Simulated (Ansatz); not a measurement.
# Σ5 (210) boundary in fcc Pt: structure and resistance, part 3 of 3

Aim: the relaxed structure and the specific resistance of the Σ5 (210) boundary in fcc Pt.

Ansatz 0.2.0; Ansatz plane-wave DFT, LDA, PAW files; relaxation of a bicrystal slab with its lowest layers held; PAW set soft_1 (the session's first sound run).

So far. Step 3 (Transmission across the boundary): Over the solved energies the transmission per spin lies between 1.93 and 2.53, out of 4.64 channels of the lead on average (up to 5.30). Step 4 (Specific resistance): Averaged over the energies near the Fermi level, 48.6 % of the channels pass, which makes 0.506 fΩ m².

### 5. Single-crystal slab for reference

This step: Ansatz plane-wave DFT, LDA, PAW files; relaxation of a single-crystal slab with its lowest layers held; PAW set soft_1 (Ansatz 0.2.0).

System of this step: Pt slab, plane (2, 1, 0). The cell holds 22 atoms: 22 Pt. Its edges and angles: a = 4.803 Å, b = 3.922 Å, c = 29.416 Å, α = 90.0°, β = 90.0°, γ = 65.9°. It derives from Pt. Vacuum lies along c.

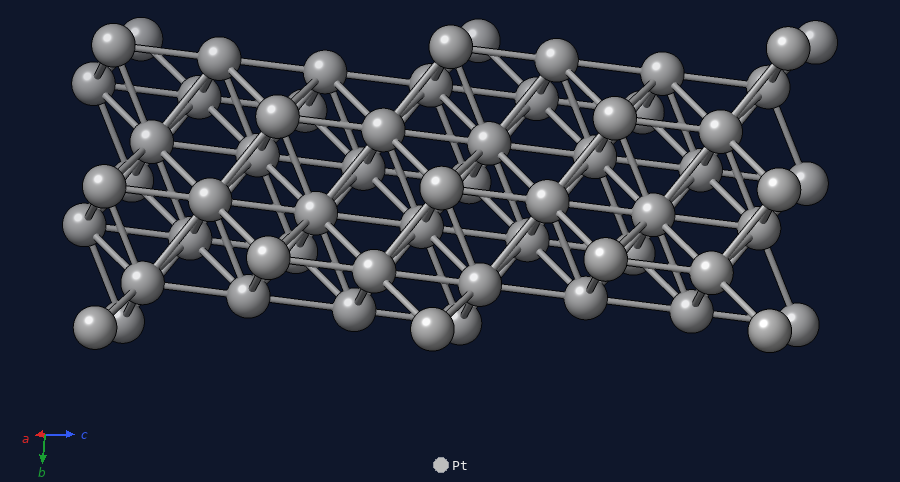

The cell of this step (platinum light grey). 1×2×1 cells are drawn. Some periodic images of atoms are drawn too.

The input, input.yaml:

```yaml
crystal:
  lattice:
    - [4.8032044366, 0.0, 0.0]
    - [1.6010681455, 3.58009721, 0.0]
    - [0.0, 0.0, 29.4157639274]
  atoms:
    - { symbol: Pt, position: [0.4, 0.3, 0.1699768876] }
    - { symbol: Pt, position: [0.0, 0.0, 0.1997888327] }
    - { symbol: Pt, position: [0.6, 0.7, 0.2296007779] }
    - { symbol: Pt, position: [0.2, 0.4, 0.259412723] }
    - { symbol: Pt, position: [0.8, 0.1, 0.2892246681] }
    - { symbol: Pt, position: [0.4, 0.8, 0.3190366132] }
    - { symbol: Pt, position: [0.0, 0.5, 0.3488485583] }
    - { symbol: Pt, position: [0.6, 0.2, 0.3786605034] }
    - { symbol: Pt, position: [0.2, 0.9, 0.4084724485] }
    - { symbol: Pt, position: [0.8, 0.6, 0.4382843936] }
    - { symbol: Pt, position: [0.4, 0.3, 0.4680963387] }
    - { symbol: Pt, position: [0.0, 0.0, 0.4979082838] }
    - { symbol: Pt, position: [0.6, 0.7, 0.5277202289] }
    - { symbol: Pt, position: [0.2, 0.4, 0.557532174] }
    - { symbol: Pt, position: [0.8, 0.1, 0.5873441191] }
    - { symbol: Pt, position: [0.4, 0.8, 0.6171560642] }
    - { symbol: Pt, position: [0.0, 0.5, 0.6469680093] }
    - { symbol: Pt, position: [0.6, 0.2, 0.6767799544] }
    - { symbol: Pt, position: [0.2, 0.9, 0.7065918995] }
    - { symbol: Pt, position: [0.8, 0.6, 0.7364038446] }
    - { symbol: Pt, position: [0.4, 0.3, 0.7662157897] }
    - { symbol: Pt, position: [0.0, 0.0, 0.7960277348] }
kpoints:
  mp_grid: { grid: [7, 7, 1] }
hamiltonian:
  xc: lda
  pseudopotentials: { kind: paw, azcp: { folder: soft_1 }, xc_functional: pbe }
scf:
  occupations: { method: fermi_dirac, width: 0.1 }
relax:
  f_tol: 0.03
  max_steps: 80
  constraints: [{ sites: [0, 1, 2, 3] }]
```

Started as:

```bash
$ ansatz run input.yaml --threads 4 --pin off --max-ram 15360MiB --backend cpu --events-out ev --progress --plain --runs-dir out
```

Numbers of over 12 decimals in the logs are rounded to 6 here.

The log of the run:

```text
Warning: crystal.symmetry: narrowed to the stabiliser of the relax constraints — unitary ops 4 → 2; lowered at sites 0, 1, 2, 3, 18, 19, 20, 21 (the operations that carried what is held of a site onto what its image site leaves free; the constrained walk keeps no symmetry that its constraints do not admit)
[...]
Crystal: 22 atoms, lattice volume = 505.832 Å³
Basis set: ecut = 420 eV, 9823 PW (Γ)
Bands: 238, of which v1, the nominal top of the filled ones, is band 198 counted from 1 (197 counted from 0)
Symmetry: 2 space group operations
k-points: 16 of 49 (time reversal used)
[...]
SCF iter   1: F=—  HF=-269422.131398 eV  |F-HF|=—  |Δ(HF+E_count)|=         —  Δρ=7.81e-2  dr2=6.45e1  ethr=3.10e-3  ⟨swp⟩=6.2  Hψ=14122  notcnv=0  defer=101
[...]
SCF iter   9: F=-269412.564837 eV  HF=-269412.564851 eV  |F-HF|=1.37e-5  |Δ(HF+E_count)|=   6.23e-6  Δρ=3.18e-5  dr2=1.52e-5  ethr=5.68e-9  ⟨swp⟩=4.9  Hψ=12502  notcnv=0
SCF 1 converged in 9 iterations: F = -269412.564837 eV  dr2 = 1.52e-5
[...]
relax step   1: F+E_penalty+E_count = -269412.56483702 eV  Δ(F+E_penalty+E_count) = +0.000e0 eV  max|allowed force component| = 1.979e0 eV/Å  Δτ_max = 0.0000 Å  (9 SCF iters, dr2 threshold 2.25e-5 eV, accepted)
[...]
SCF iter   7: F=-269412.834904 eV  HF=-269412.834956 eV  |F-HF|=5.21e-5  |Δ(HF+E_count)|=   2.30e-5  Δρ=6.10e-5  dr2=5.69e-5  ethr=2.53e-8  ⟨swp⟩=3.1  Hψ=13898  notcnv=0
SCF 2 converged in 7 iterations: F = -269412.834904 eV  dr2 = 5.69e-5
[...]
relax step   2: F+E_penalty+E_count = -269412.83490431 eV  Δ(F+E_penalty+E_count) = -2.701e-1 eV  max|allowed force component| = 6.637e-1 eV/Å  Δτ_max = 0.1949 Å  (7 SCF iters, dr2 threshold 1.00e-4 eV, accepted)
[...]
SCF iter   8: F=-269412.909754 eV  HF=-269412.909758 eV  |F-HF|=3.90e-6  |Δ(HF+E_count)|=   1.21e-6  Δρ=1.68e-5  dr2=4.35e-6  ethr=6.95e-9  ⟨swp⟩=4.0  Hψ=11016  notcnv=0
SCF 3 converged in 8 iterations: F = -269412.909754 eV  dr2 = 4.35e-6
relax step   3: F+E_penalty+E_count = -269412.90975439 eV  Δ(F+E_penalty+E_count) = -7.485e-2 eV  max|allowed force component| = 6.341e-1 eV/Å  Δτ_max = 0.2000 Å  (8 SCF iters, dr2 threshold 2.75e-5 eV, accepted)
[...]
relax step   4: F+E_penalty+E_count = -269412.95453666 eV  Δ(F+E_penalty+E_count) = -4.478e-2 eV  max|allowed force component| = 5.528e-2 eV/Å  Δτ_max = 0.1412 Å  (7 SCF iters, dr2 threshold 4.52e-5 eV, accepted)
SCF iter   1: F=—  HF=-269412.959274 eV  |F-HF|=—  |Δ(HF+E_count)|=         —  Δρ=1.73e-3  dr2=1.55e-2  ethr=6.33e-5  ⟨swp⟩=3.4  Hψ=6778  notcnv=0  defer=311
[...]
SCF iter   8: F=-269412.955538 eV  HF=-269412.955538 eV  |F-HF|=8.03e-9  |Δ(HF+E_count)|=   9.72e-9  Δρ=8.40e-7  dr2=8.42e-9  ethr=2.53e-11  ⟨swp⟩=4.0  Hψ=10375  notcnv=0
SCF 5 converged in 8 iterations: F = -269412.955538 eV  dr2 = 8.42e-9
relax step   5: F+E_penalty+E_count = -269412.95553843 eV  Δ(F+E_penalty+E_count) = -1.002e-3 eV  max|allowed force component| = 8.223e-3 eV/Å  Δτ_max = 0.0182 Å  (8 SCF iters, accepted)
SCF converged after 8 iterations
Free energy (F): -269412.955538 eV
[...]
Internal energy: -269411.756568 eV  (E = F + TS)
E sigma→0 (E₀):  -269412.356053 eV
Entropy (-TS):   -1.198970 eV (-54.499 meV/atom)
Fermi energy:    13.152597 eV
[...]
--- Forces (eV/Å), atoms counted from 1 ---
  atom   1  Pt    -0.12930932     0.05782889     1.96600540
  atom   2  Pt     0.17782074    -0.07952385    -0.38128130
  atom   3  Pt     0.09534564    -0.04263986    -1.15373313
  atom   4  Pt    -0.12422468     0.05555497    -0.45332126
  atom   5  Pt     0.00268663    -0.00120150     0.00203258
  atom   6  Pt    -0.00073634     0.00032930     0.00477920
  atom   7  Pt    -0.00211518     0.00094594     0.00429278
  atom   8  Pt    -0.00184363     0.00082449     0.00305059
  atom   9  Pt    -0.00229959     0.00102841     0.00350325
  atom  10  Pt    -0.00206436     0.00092321     0.00313609
  atom  11  Pt     0.00024150    -0.00010800     0.00444315
  atom  12  Pt    -0.00098835     0.00044200    -0.00254095
  atom  13  Pt    -0.00329582     0.00147394     0.00394400
  atom  14  Pt     0.00112955    -0.00050515    -0.00150464
  atom  15  Pt    -0.00336828     0.00150634     0.00587419
  atom  16  Pt     0.00664983    -0.00297389     0.00016177
  atom  17  Pt    -0.00822283     0.00367736     0.00169970
  atom  18  Pt     0.00241471    -0.00107989    -0.00265595
  atom  19  Pt    -0.00118084     0.00052809    -0.00466315
  atom  20  Pt    -0.00290600     0.00129960    -0.00278489
  atom  21  Pt     0.00445345    -0.00199164     0.00101046
  atom  22  Pt    -0.00818982     0.00366260    -0.00147270
  max |Σ_I F_I| component: 2.48e-5 eV/Å
--- Relaxed structure (5 steps of the walk, 5 accepted, 0 SCFs on fresh bases) ---
  F+E_penalty+E_count = -269412.95553843 eV   max|allowed force component| = 8.223e-3 eV/Å
  atoms:
    - { symbol: Pt, position: [0.4, 0.3, 0.169977] }
    - { symbol: Pt, position: [0.0, 0.0, 0.199789] }
    - { symbol: Pt, position: [0.600000, 0.700000, 0.229601] }
    - { symbol: Pt, position: [0.200000, 0.400000, 0.259413] }
    - { symbol: Pt, position: [0.793052, 0.103474, 0.288093] }
    - { symbol: Pt, position: [0.391212, 0.804394, 0.317956] }
    - { symbol: Pt, position: [-0.00900008, 0.504500, 0.346424] }
    - { symbol: Pt, position: [0.590032, 0.204984, 0.376181] }
    - { symbol: Pt, position: [0.189509, 0.905246, 0.405668] }
    - { symbol: Pt, position: [0.791625, 0.604188, 0.434550] }
    - { symbol: Pt, position: [0.392763, 0.303619, 0.464150] }
    - { symbol: Pt, position: [-0.00821918, 0.00410959, 0.493517] }
    - { symbol: Pt, position: [0.593111, 0.703444, 0.523055] }
    - { symbol: Pt, position: [0.194466, 0.402767, 0.551981] }
    - { symbol: Pt, position: [0.793742, 0.103129, 0.581485] }
    - { symbol: Pt, position: [0.391576, 0.804212, 0.611057] }
    - { symbol: Pt, position: [-0.00979175, 0.504896, 0.640273] }
    - { symbol: Pt, position: [0.595373, 0.202313, 0.669858] }
    - { symbol: Pt, position: [0.189779, 0.905110, 0.696998] }
    - { symbol: Pt, position: [0.764945, 0.617528, 0.731152] }
    - { symbol: Pt, position: [0.374590, 0.312705, 0.758821] }
    - { symbol: Pt, position: [-0.014590, 0.00729495, 0.780089] }
```

The job ended after 5.5 min (4 threads of Arm Neoverse V1, shared host; peak memory 3 GiB).

Step by step:

```csv
step,energy less that of the first step (eV),largest force component (eV/Å)
1,0.0000,1.9795
2,-0.2701,0.6637
3,-0.3449,0.6341
4,-0.3897,0.0553
5,-0.3907,0.0082
```

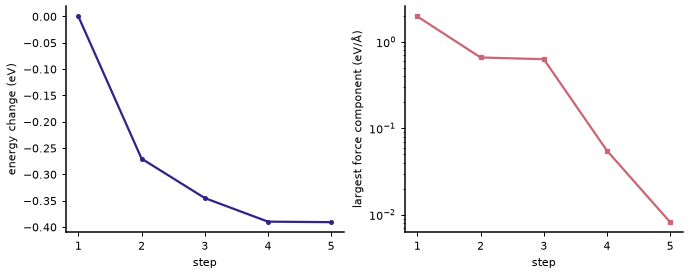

Energy and largest force along the relaxation.

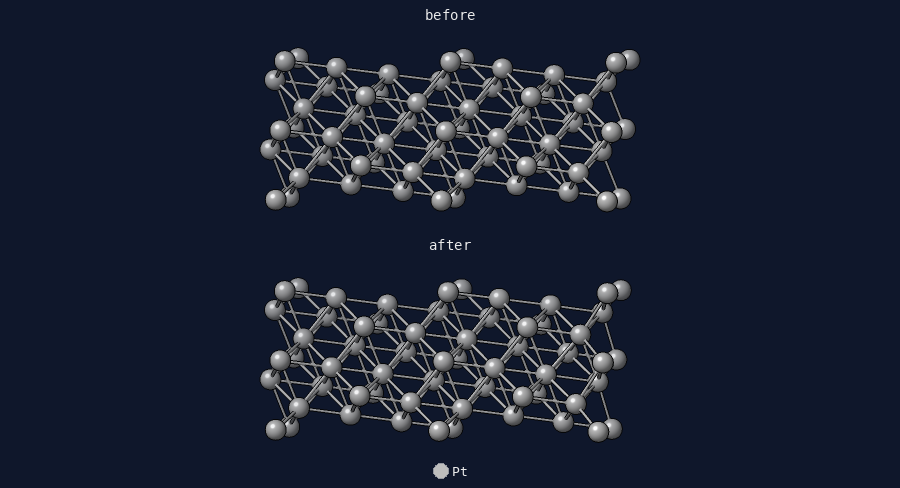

The structure before and after the relaxation, drawn at the same scale.

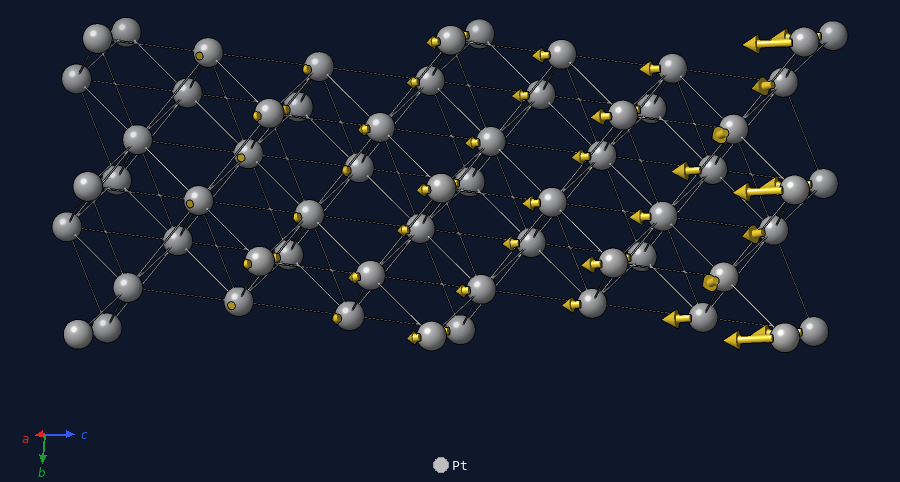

Displacements in the relaxation, exaggerated; the longest in the cell stands for 0.47 Å. 1×2×1 cells are drawn. Some periodic images of atoms are drawn too.

The atoms that moved most (Å):

```csv
atom,dx,dy,dz,length
Pt22,-0.058,0.026,-0.469,0.473
Pt19,-0.041,0.018,-0.282,0.286
Pt21,-0.102,0.045,-0.218,0.244
Pt20,-0.140,0.063,-0.154,0.218
Pt18,-0.019,0.008,-0.204,0.205
Pt17,-0.039,0.018,-0.197,0.202
Pt16,-0.034,0.015,-0.179,0.183
Pt15,-0.025,0.011,-0.172,0.175
```

The relaxed structure:

```cif
data_structure
_symmetry_space_group_name_H-M 'P 1'
_symmetry_Int_Tables_number 1
_cell_length_a 4.8032
_cell_length_b 3.9218
_cell_length_c 29.4158
_cell_angle_alpha 90.000
_cell_angle_beta 90.000
_cell_angle_gamma 65.905
_cell_volume 505.83
loop_
_atom_site_label
_atom_site_type_symbol
_atom_site_fract_x
_atom_site_fract_y
_atom_site_fract_z
_atom_site_occupancy
Pt1 Pt 0.40000 0.30000 0.16998 1
Pt2 Pt 0.00000 0.00000 0.19979 1
Pt3 Pt 0.60000 0.70000 0.22960 1
Pt4 Pt 0.20000 0.40000 0.25941 1
Pt5 Pt 0.79305 0.10347 0.28809 1
Pt6 Pt 0.39121 0.80439 0.31796 1
Pt7 Pt 0.99100 0.50450 0.34642 1
Pt8 Pt 0.59003 0.20498 0.37618 1
Pt9 Pt 0.18951 0.90525 0.40567 1
Pt10 Pt 0.79162 0.60419 0.43455 1
Pt11 Pt 0.39276 0.30362 0.46415 1
Pt12 Pt 0.99178 0.00411 0.49352 1
Pt13 Pt 0.59311 0.70344 0.52305 1
Pt14 Pt 0.19447 0.40277 0.55198 1
Pt15 Pt 0.79374 0.10313 0.58148 1
Pt16 Pt 0.39158 0.80421 0.61106 1
Pt17 Pt 0.99021 0.50490 0.64027 1
Pt18 Pt 0.59537 0.20231 0.66986 1
Pt19 Pt 0.18978 0.90511 0.69700 1
Pt20 Pt 0.76494 0.61753 0.73115 1
Pt21 Pt 0.37459 0.31270 0.75882 1
Pt22 Pt 0.98541 0.00729 0.78009 1
```

Numbers from this step:

* free energy: -269412.9555 eV
* energy at zero smearing: -269412.3561 eV
* Fermi energy: 13.15 eV

The largest force component on a free atom ends at 0.0082 eV/Å, under the tolerance of 0.03, after 5 steps.

### 6. Bulk reference

This step: Ansatz plane-wave DFT, LDA, PAW files; bulk reference; PAW set soft_1 (Ansatz 0.2.0).

System of this step: Pt. It takes space group Fm-3m (No. 225, cubic). The conventional cell has a = 3.922 Å, b = 3.922 Å, c = 3.922 Å, α = 90.00°, β = 90.00°, γ = 90.00°. Nearest to Pt lie 12 Pt at 2.77 Å.

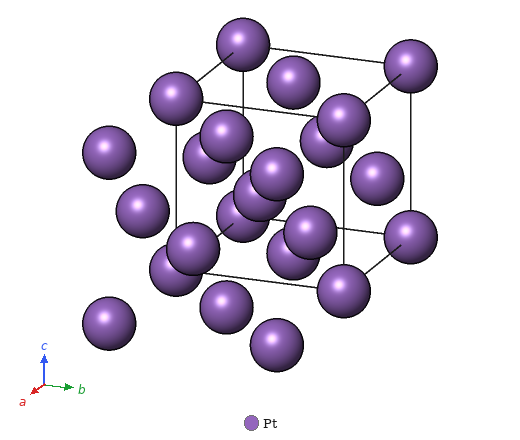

The cell of this step (platinum purple). 2×1×1 conventional cells are drawn. Some periodic images of atoms are drawn too.

input.yaml, the sections that differ from step 5:

```yaml
crystal:
  lattice:
    - [0.0, 1.9609, 1.9609]
    - [1.9609, 0.0, 1.9609]
    - [1.9609, 1.9609, 0.0]
  atoms:
    - { symbol: Pt, position: [0.0, 0.0, 0.0] }
kpoints:
  mp_grid: { grid: [19, 19, 19] }
# hamiltonian, scf: as in step 5
# relax: removed
```

The log of the run:

```text
[...]
Crystal: 1 atoms, lattice volume = 15.080 Å³
Basis set: ecut = 420 eV, 283 PW (Γ)
Bands: 13, of which v1, the nominal top of the filled ones, is band 9 counted from 1 (8 counted from 0)
Symmetry: 48 space group operations
[...]
k-points: 220 of 6859
[...]
SCF iter   1: F=—  HF=-12246.727335 eV  |F-HF|=—  |Δ(HF+E_count)|=         —  Δρ=9.30e-2  dr2=1.22e0  ethr=3.10e-3  ⟨swp⟩=4.9  Hψ=14675  notcnv=0
[...]
SCF iter   6: F=-12246.300475 eV  HF=-12246.300475 eV  |F-HF|=3.86e-9  |Δ(HF+E_count)|=   2.32e-7  Δρ=5.77e-6  dr2=4.49e-9  ethr=5.56e-10  ⟨swp⟩=1.0  Hψ=8243  notcnv=0
SCF 1 converged in 6 iterations: F = -12246.300475 eV  dr2 = 4.49e-9
[...]
SCF converged after 6 iterations
Free energy (F): -12246.300475 eV
[...]
Internal energy: -12246.246164 eV  (E = F + TS)
E sigma→0 (E₀):  -12246.273320 eV
Entropy (-TS):   -0.054312 eV (-54.312 meV/atom)
Fermi energy:    23.040952 eV
[...]
```

The job ended after 0.66 s (4 threads; peak memory 0.29 GiB; 2.1 s of CPU time).

This step gave:

```yaml
free_energy: -12246.3005 eV
energy_at_zero_smearing: -12246.2733 eV
fermi_energy: 23.04 eV
```

### 7. Boundary energy

This step: Ansatz plane-wave DFT, LDA, PAW files; bicrystal less single-crystal slab less bulk atoms, a boundary area; PAW set soft_1 (Ansatz 0.2.0).

This step gave:

```
excess energy of the cell : 1.381 eV
boundary energy           : 1.287 J/m²
```

The boundary costs 1.3 J/m².

By hand: 1.38 eV / 17.20 Å² × 16.02 = 1.29 J/m².

### 8. What came out

| Item | Value |
| --- | --- |
| specific resistance of the boundary | 0.506 fΩ m² |
| share of channels that pass | 0.486 |
| boundary energy | 1.29 J/m² |

The boundary has a specific resistance of 0.51 fΩ m² and an energy of 1.3 J/m². The boundary reflects 51 % of the channels; 0.51 fΩ m² is 5.1×10⁻¹² Ω·cm². That equals the resistance of 4.7 nm of bulk Pt at 300 K (measured 10.8 µΩ cm, CRC Handbook of Chemistry and Physics, 84th ed., 2003, Electrical Resistivity of Pure Metals). In the relaxation the upper grain slid sideways by about 0.5 Å, so the result belongs to the position that it found, not to the starting one. One starting structure was relaxed; another shift or atom count at the boundary may lie lower. Spin-orbit coupling is left out, which matters for Pt.

[Logs are printed without paths, hosts, clocks, repeated set-up lines and the standing remarks that a program may print on its own settings, such as how far it seeks lower states.]

[Hosts, paths, dates, database ids (printed as entryN), source tags and the programs' standing remarks are cut or masked in the printed files.]
